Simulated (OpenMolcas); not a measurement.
## Excited-state calculation, with input and output: C4H4 (part 3 of 4)

Continued. System: C4H4. Method: CASPT2/ANO-RCC-VDZ, DKH2 (OpenMolcas 26.06). The geometry comes from this level: GFN2-xTB.

Geometry of the input (Å):
```
C  -1.0860  1.5621  -0.8941
C  -0.3334  0.8389  -0.3001
C  0.5672  -0.0030  0.3866
C  0.4423  -1.3241  0.4286
H  -1.7516  2.1932  -1.4033
H  1.3833  0.5027  0.8888
H  1.1464  -1.9394  0.9622
H  -0.3681  -1.8304  -0.0688
```

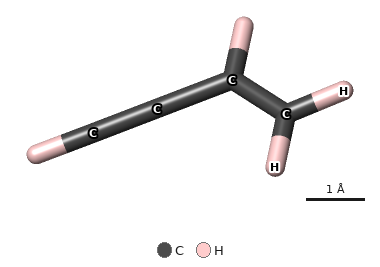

Fig. 1: The structure as given in the input (stick view, seen at a tilt).

What the program printed, continued:
```
********************************************************************************
  CASPT2 EQUATION SOLUTION
--------------------------------------------------------------------------------

  Total nr of CASPT2 parameters:
   Before reduction:       91569
   After  reduction:       90938

 Variance of |WF0>:       0.7587428441

 The contributions to the second order correlation energy in atomic units.
-----------------------------------------------------------------------------------------------------------------------------
  IT.      VJTU        VJTI        ATVX        AIVX        VJAI        BVAT        BJAT        BJAI        TOTAL       RNORM
-----------------------------------------------------------------------------------------------------------------------------
   1    -0.002696   -0.002397   -0.020288   -0.024957   -0.016888   -0.018827   -0.046392   -0.152197   -0.284641    0.008079
   2    -0.002757   -0.002428   -0.020634   -0.025251   -0.016984   -0.018926   -0.046550   -0.152406   -0.285935    0.001010
   3    -0.002759   -0.002428   -0.020635   -0.025258   -0.016983   -0.018929   -0.046545   -0.152395   -0.285932    0.000175
   4    -0.002759   -0.002428   -0.020633   -0.025254   -0.016981   -0.018927   -0.046542   -0.152390   -0.285914    0.000032
   5    -0.002759   -0.002428   -0.020633   -0.025254   -0.016981   -0.018927   -0.046542   -0.152390   -0.285914    0.000007
   6    -0.002759   -0.002428   -0.020633   -0.025254   -0.016981   -0.018927   -0.046542   -0.152391   -0.285915    0.000002
-----------------------------------------------------------------------------------------------------------------------------

  FINAL CASPT2 RESULT:

      Reference energy:        -153.5503377676
      E2 (Non-variational):      -0.2859149099
      Shift correction:          -0.0027603188
      E2 (Variational):          -0.2886752287
      Total energy:            -153.8390129963
      Residual norm:              0.0000005634
      Reference weight:           0.88886

      Contributions to the CASPT2 correlation energy
      Active & Virtual Only:         -0.0395599468
      One Inactive Excited:          -0.0745551583
      Two Inactive Excited:          -0.1717998048

++ Denominators, etc.
--------------------------------------------------------------------------------------------------------------
 Report on small energy denominators, large coefficients, and large energy contributions.
CASE  SYMM ACTIVE-MIX  NON-ACTIVE INDICES          DENOMINATOR     RHS VALUE       COEFFICIENT     CONTRIBUTION
VJTU     1  Mu1.0001  In1.010                       0.23159888      0.00252079     -0.00630972     -0.00001591
VJTU     1  Mu1.0001  In1.011                       0.15229661     -0.00001885      0.00004084     -0.00000000
VJTU     1  Mu1.0003  In1.011                       0.42736378     -0.02194854      0.03971984     -0.00087179
ATVX     1  Mu1.0001  Se1.018                       0.12912506      0.00000723     -0.00007814     -0.00000000
ATVX     1  Mu1.0001  Se1.019                       0.17297132      0.00001079     -0.00002211     -0.00000000
ATVX     1  Mu1.0001  Se1.020                       0.18201026      0.00002217     -0.00016641     -0.00000000
ATVX     1  Mu1.0001  Se1.021                       0.26262367      0.00009477     -0.00044058     -0.00000004
ATVX     1  Mu1.0001  Se1.022                       0.28455454      0.00595651     -0.02614258     -0.00015572
ATVX     1  Mu1.0005  Se1.022                       0.80812076     -0.03654039      0.04843557     -0.00176985
ATVX     1  Mu1.0016  Se1.022                       1.27048274      0.05459522     -0.04138987     -0.00225969
AIVX     1  Mu1.0001  In1.009 Se1.022               0.67047043      0.01788872     -0.02516000     -0.00045008
AIVX     1  Mu1.0003  In1.011 Se1.022               0.85113604      0.04132516     -0.05324331     -0.00220029
AIVX     1  Mu1.0012  In1.011 Se1.022               1.32676742      0.03687640     -0.02904509     -0.00107108
VJAIP    1  Mu1.0002  Se1.022 In1.011 In1.011       1.24187659      0.03749954     -0.03435303     -0.00128822
BVATP    1  Mu1.0004  Se1.022 Se1.022               1.41301670      0.04179841     -0.03018781     -0.00126180
BJAIP    1  Se1.022 In1.011 Se1.022 In1.011         1.39656489      0.06955246     -0.05053154     -0.00351459
--

   (Skipping property calculation,
    use PROP keyword to activate)
--

++ CASPT2 computation for group   3

********************************************************************************
 Multi-State initialization phase begins for group   3
--------------------------------------------------------------------------------
********************************************************************************
 Compute H0 matrices for state    3
--------------------------------------------------------------------------------
--------------------------------------------------------------------------------
 H0 matrices have been computed.

********************************************************************************
  CASPT2 EQUATION SOLUTION
--------------------------------------------------------------------------------

  Total nr of CASPT2 parameters:
   Before reduction:       91569
   After  reduction:       91115

 Variance of |WF0>:       0.7658574711

 The contributions to the second order correlation energy in atomic units.
-----------------------------------------------------------------------------------------------------------------------------
  IT.      VJTU        VJTI        ATVX        AIVX        VJAI        BVAT        BJAT        BJAI        TOTAL       RNORM
-----------------------------------------------------------------------------------------------------------------------------
   1    -0.002594   -0.005935   -0.023659   -0.026984   -0.021157   -0.019095   -0.040779   -0.152320   -0.292524    0.008226
   2    -0.002665   -0.006003   -0.024086   -0.027213   -0.021241   -0.019191   -0.040880   -0.152442   -0.293720    0.001118
   3    -0.002668   -0.006000   -0.024090   -0.027220   -0.021233   -0.019196   -0.040876   -0.152429   -0.293711    0.000230
   4    -0.002668   -0.005999   -0.024084   -0.027215   -0.021231   -0.019193   -0.040873   -0.152425   -0.293688    0.000055
   5    -0.002668   -0.005999   -0.024084   -0.027214   -0.021231   -0.019193   -0.040873   -0.152426   -0.293689    0.000016
   6    -0.002668   -0.005999   -0.024084   -0.027215   -0.021231   -0.019193   -0.040874   -0.152426   -0.293690    0.000004
-----------------------------------------------------------------------------------------------------------------------------

  FINAL CASPT2 RESULT:

      Reference energy:        -153.5298412625
      E2 (Non-variational):      -0.2936901481
      Shift correction:          -0.0039832986
      E2 (Variational):          -0.2976734467
      Total energy:            -153.8275147091
      Residual norm:              0.0000009173
      Reference weight:           0.88016

      Contributions to the CASPT2 correlation energy
      Active & Virtual Only:         -0.0432776433
      One Inactive Excited:          -0.0707562685
      Two Inactive Excited:          -0.1796562363

++ Denominators, etc.
--------------------------------------------------------------------------------------------------------------
 Report on small energy denominators, large coefficients, and large energy contributions.
CASE  SYMM ACTIVE-MIX  NON-ACTIVE INDICES          DENOMINATOR     RHS VALUE       COEFFICIENT     CONTRIBUTION
VJTU     1  Mu1.0001  In1.009                       0.29126578     -0.00000241     -0.00001282      0.00000000
VJTU     1  Mu1.0001  In1.010                       0.20207278     -0.00004365      0.00012349     -0.00000001
VJTU     1  Mu1.0001  In1.011                       0.10271762     -0.00524302      0.01517723     -0.00007957
VJTU     1  Mu1.0002  In1.011                       0.26130208      0.00000261      0.00001117      0.00000000
VJTIP    1  Mu1.0001  In1.011 In1.011               0.78300014      0.04591401     -0.05627621     -0.00258387
ATVX     1  Mu1.0001  Se1.018                       0.02083267      0.00010569     -0.00006098     -0.00000001
ATVX     1  Mu1.0002  Se1.018                       0.12825307      0.00598567     -0.01365031     -0.00008171
ATVX     1  Mu1.0001  Se1.019                       0.06538381      0.00000265     -0.00000995     -0.00000000
ATVX     1  Mu1.0002  Se1.019                       0.17280422     -0.00173104      0.00371678     -0.00000643
ATVX     1  Mu1.0001  Se1.020                       0.08243796     -0.00013063      0.00024387     -0.00000003
ATVX     1  Mu1.0002  Se1.020                       0.18985837     -0.00165124      0.00402556     -0.00000665
ATVX     1  Mu1.0001  Se1.021                       0.15165081     -0.00001452      0.00002948     -0.00000000
ATVX     1  Mu1.0002  Se1.021                       0.25907122     -0.00000912     -0.00010163      0.00000000
ATVX     1  Mu1.0001  Se1.022                       0.18951945     -0.02066842      0.05516721     -0.00114022
ATVX     1  Mu1.0002  Se1.022                       0.29693986     -0.00000602      0.00002462     -0.00000000
ATVX     1  Mu1.0003  Se1.022                       0.54304189      0.03214709     -0.05566699     -0.00178953
ATVX     1  Mu1.0009  Se1.022                       0.81339956      0.02631819     -0.03098576     -0.00081549
ATVX     1  Mu1.0018  Se1.022                       1.17751164      0.03524387     -0.03049566     -0.00107479
ATVX     1  Mu1.0002  Se1.033                       0.92767474     -0.02422233      0.02526488     -0.00061197
AIVX     1  Mu1.0001  In1.011 Se1.018               0.23777601      0.00009335     -0.00028085     -0.00000003
AIVX     1  Mu1.0001  In1.011 Se1.019               0.28232715      0.00002778     -0.00006587     -0.00000000
AIVX     1  Mu1.0001  In1.011 Se1.020               0.29938130     -0.00011248      0.00022605     -0.00000003
AIVX     1  Mu1.0001  In1.011 Se1.022               0.40646279     -0.02007063      0.04645242     -0.00093233
VJAIP    1  Mu1.0003  Se1.022 In1.011 In1.011       1.32758380     -0.04083208      0.03349526     -0.00136768
BVATP    1  Mu1.0002  Se1.026 Se1.022               1.28287054      0.03683030     -0.02744459     -0.00101079
BJAIP    1  Se1.022 In1.011 Se1.022 In1.011         1.42168066      0.06984349     -0.04989026     -0.00348451
--

   (Skipping property calculation,
    use PROP keyword to activate)
--

  Total CASPT2 energies:
::    CASPT2 Root  1     Total energy:   -154.10182439
::    CASPT2 Root  2     Total energy:   -153.83901300
::    CASPT2 Root  3     Total energy:   -153.82751471

++ Multi-State CASPT2 section:
********************************************************************************
  MULTI-STATE CASPT2 SECTION
--------------------------------------------------------------------------------

  Output diagonal energies have been shifted. Add    154.00000000000000

  Effective Hamiltonian matrix (Symmetric):

                1               2               3
   1      -308.10182439
   2        -0.00000752   -307.83901300
   3        -0.00817044     -0.00001370   -307.82751471

       Total MS-CASPT2 energies:
::    MS-CASPT2 Root  1     Total energy:   -154.10206754
::    MS-CASPT2 Root  2     Total energy:   -153.83901301
::    MS-CASPT2 Root  3     Total energy:   -153.82727155

       Eigenvectors:
            0.99955749     -0.00006426     -0.02974586
            0.00003014      0.99999934     -0.00114750
            0.02974592      0.00114610      0.99955684

--

  THE ORIGINAL CI ARRAYS ARE NOW MIXED AS LINEAR
  COMBINATIONS, GIVEN BY THE EIGENVECTORS.
  A NEW JOBIPH FILE NAMED 'JOBMIX' IS PREPARED.
********************************************************************************

++ Mixed CI coefficients:
  The CI coefficients for the MIXED state nr.   1
--------------------------------------------------------------------------------
 CI COEFFICIENTS LARGER THAN  5.00E-02
  Occupation of active orbitals, and spin coupling
  of open shells. (u,d: Spin up or down).
  SGUGA info is (Midvert:IsyUp:UpperWalk/LowerWalk)
        Conf  SGUGA info        Occupation    Coefficient         Weight
           1  ( 1:1:   1/   1)   222000         -0.962087       0.925610
           3  ( 2:1:   2/   1)   22u0d0          0.076752       0.005891
          13  ( 3:1:   3/   1)   220020          0.116257       0.013516
          24  ( 3:1:   2/   3)   u2dud0          0.108456       0.011763
          34  ( 3:1:   6/   4)   202002          0.082915       0.006875
          41  ( 3:1:   1/   6)   022200          0.147159       0.021656
          50  ( 4:1:   1/   2)   u2udd0         -0.086994       0.007568

  The CI coefficients for the MIXED state nr.   2
--------------------------------------------------------------------------------
 CI COEFFICIENTS LARGER THAN  5.00E-02
  Occupation of active orbitals, and spin coupling
  of open shells. (u,d: Spin up or down).
  SGUGA info is (Midvert:IsyUp:UpperWalk/LowerWalk)
        Conf  SGUGA info        Occupation    Coefficient         Weight
           2  ( 2:1:   1/   1)   22ud00          0.158404       0.025092
           9  ( 2:1:   2/   3)   u220d0         -0.977644       0.955787
          89  ( 5:1:   2/   5)   02ud20         -0.086775       0.007530
         111  ( 5:1:   8/   7)   u020d2         -0.083259       0.006932

  The CI coefficients for the MIXED state nr.   3
--------------------------------------------------------------------------------
 CI COEFFICIENTS LARGER THAN  5.00E-02
  Occupation of active orbitals, and spin coupling
  of open shells. (u,d: Spin up or down).
  SGUGA info is (Midvert:IsyUp:UpperWalk/LowerWalk)
        Conf  SGUGA info        Occupation    Coefficient         Weight
           1  ( 1:1:   1/   1)   222000         -0.072012       0.005186
           3  ( 2:1:   2/   1)   22u0d0         -0.859607       0.738925
           8  ( 2:1:   1/   3)   u22d00          0.481983       0.232308
          65  ( 5:1:   2/   2)   u20d20         -0.101520       0.010306
          79  ( 5:1:   8/   3)   20u0d2          0.072911       0.005316

--

--- Stop Module: caspt2 /rc=_RC_ALL_IS_WELL_ ---
--- Module caspt2 spent 1 second ---

--- Start Module: rassi ---

                                               &RASSI

                       available to each process: 1.9 GB of memory, 1 thread

      ********************************************************************************
      *                             General data section                             *
      ********************************************************************************

   Specific data for JOBIPH file JOBMIX
   -------------------------------------

   Header from SEWARD:

   CASSCF title (first line only):
       (No title given)

  STATE IRREP:                1
  SPIN MULTIPLICITY:          1
  ACTIVE ELECTRONS:           6
  MAX RAS1 HOLES:             0
  MAX RAS3 ELECTRONS:         0
  NR OF CONFIG:             175
 ###############################################################################
 ###    WARNING: EJOB used when HEFF is available, possible                  ###
 ###    extra interaction between states is ignored!                         ###
 ###############################################################################

   The following data are common to all the states:
   ------------------------------------------------
   (note: frozen counts as inactive, deleted as secondary)

      Nr of irreps: 1

                 Total     No./Irrep
      Irrep                  1
                             a

      INACTIVE      11      11
      ACTIVE         6       6
      SECONDARY     27      27
      BASIS         44      44

      RAS1           0       0
      RAS2           6       6
      RAS3           0       0

        MATRIX ELEMENTS WILL BE COMPUTED FOR THE FOLLOWING ONE-ELECTRON OPERATORS, UNLESS ZERO BY SYMMETRY.
   (Herm=Hermitian, Anti=Antihermitian, Sing=Singlet operator, Trip=Triplet operator)
     MLTPL  0   1 (HERMSING)     MLTPL  1   1 (HERMSING)     MLTPL  1   2 (HERMSING)
     MLTPL  1   3 (HERMSING)     MLTPL  2   1 (HERMSING)     MLTPL  2   2 (HERMSING)
     MLTPL  2   3 (HERMSING)     MLTPL  2   4 (HERMSING)     MLTPL  2   5 (HERMSING)
     MLTPL  2   6 (HERMSING)     VELOCITY   1 (ANTISING)     VELOCITY   2 (ANTISING)
     VELOCITY   3 (ANTISING)     ANGMOM     1 (ANTISING)     ANGMOM     2 (ANTISING)
     ANGMOM     3 (ANTISING)     MLTPV  2   1 (ANTISING)     MLTPV  2   2 (ANTISING)
     MLTPV  2   3 (ANTISING)     MLTPV  2   4 (ANTISING)     MLTPV  2   5 (ANTISING)
     MLTPV  2   6 (ANTISING)
```
